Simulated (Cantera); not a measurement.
Charge: 1 mol Si, 0.97 mol Cl2, 12 mol H2, held at 0.640 bar.

These are equilibrium values from Cantera (NASA tables, ideal gas, pure condensed phases), not measurements of a reactor. Candidate condensed phases: Si; 19 gas species. The tables' values for SiCl3 are old estimates; treat these amounts as uncertain. The numbers say what is thermodynamically allowed, not how fast it happens.

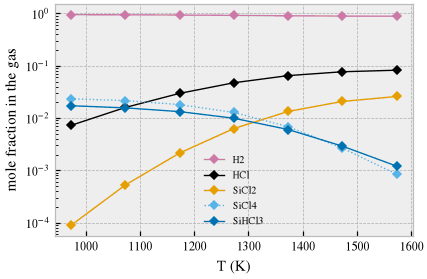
Equilibrium gas composition (values under 1e-9 drawn at 1e-9)

Task: Read off the mole fractions at 1373 K.

Result: H2 about 0.90, HCl about 0.065, SiCl2 about 0.013, SiCl4 about 0.0068, SiHCl3 about 0.0060.
